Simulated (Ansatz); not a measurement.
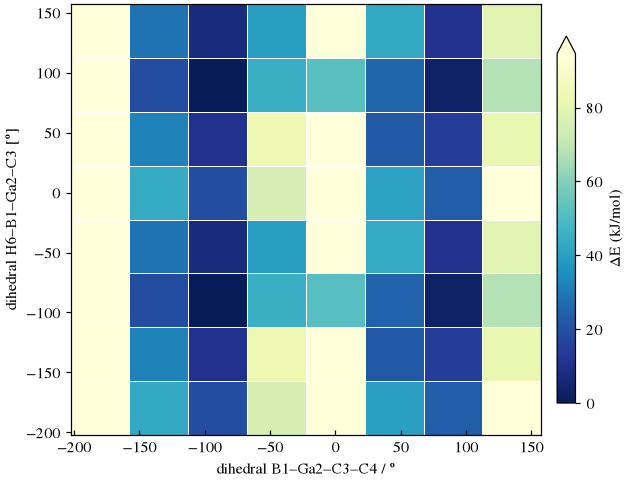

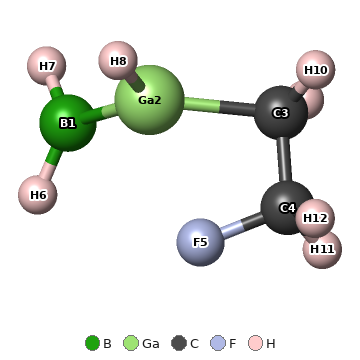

Energy landscape of C₂H₇BFGa, SMILES [BH2][GaH][CH2]CF. 
- The first coordinate is: dihedral B1–Ga2–C3–C4; the second: dihedral H6–B1–Ga2–C3.
- Nothing is relaxed (all other coordinates rigid).
- The grid has 8 × 8 points.
- Energies are in kJ/mol, from the lowest grid point.
- Energies and slopes of some neighbouring points disagree (a jump in structure or state, or too coarse a mesh).
- All numbers below come from RKS PBE0-D4/def2-SVP in Ansatz 0.2.0.

In the figure: one coloured cell a grid point, one colour for all values above the top of the scale. The second picture is the structure at the lowest point.

Q: What does the map say about the system?

A: The lowest grid point is at dihedral B1–Ga2–C3–C4 = −90°, dihedral H6–B1–Ga2–C3 = 90°. The same energy is found at dihedral B1–Ga2–C3–C4 = −90°, dihedral H6–B1–Ga2–C3 = −90°. Other grid points that lie below all their neighbours: dihedral B1–Ga2–C3–C4 = 90°, dihedral H6–B1–Ga2–C3 = −90° (2.8 kJ/mol higher); dihedral B1–Ga2–C3–C4 = 90°, dihedral H6–B1–Ga2–C3 = 90° (2.9 kJ/mol higher). The highest grid point, dihedral B1–Ga2–C3–C4 = 0°, dihedral H6–B1–Ga2–C3 = 0°, lies 205 kJ/mol above the lowest.

Grid values (kJ/mol):

```csv
"dihedral H6–B1–Ga2–C3 ↓, dihedral B1–Ga2–C3–C4 →",−180,−135,−90,−45,0,45,90,135
135,122,29,7,40,122,43,11,79
90,112,19,0,45,52,25,3,68
45,128,32,11,83,101,23,15,82
0,141,43,19,75,205,40,24,95
−45,122,29,7,40,123,43,11,79
−90,112,19,0,45,52,25,3,68
−135,128,32,11,83,101,22,15,82
−180,141,43,19,75,203,40,24,95
```

The whole map (64 points run) took 15 min on 1 thread of Arm Neoverse V1 (shared host).
